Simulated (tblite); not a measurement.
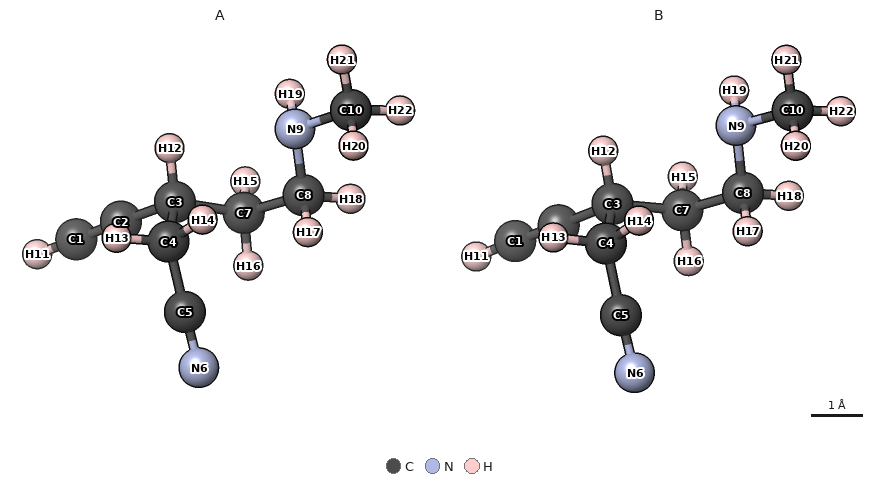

Two geometries of C$_{8}$H$_{12}$N$_{2}$, drawn at one scale. One is the start of a relaxation, the other its converged end. Style: ball-and-stick. Shown from a free direction.

Method: tblite, GFN2-xTB geometry optimisation, gas phase. 

**Which of the two is the end point?**

Structure A is the relaxed one. N6 moves most after the best rigid fit: 0.16 Å. Largest moves by element: N 0.16 Å, H 0.13 Å, C 0.11 Å. Some distances before and after: C2–C3 1.491 → 1.452 Å, C5–N6 1.171 → 1.144 Å, C1–H11 1.075 → 1.049 Å, C4–H13 1.114 → 1.094 Å. Bond angles that change, for instance: H13–C4–H14 105.7° → 108.7°, H15–C7–H16 104.9° → 107.8°, N9–C10–H20 111.7° → 108.8°. The energy falls by 3.90 kcal/mol in 59 geometry steps.
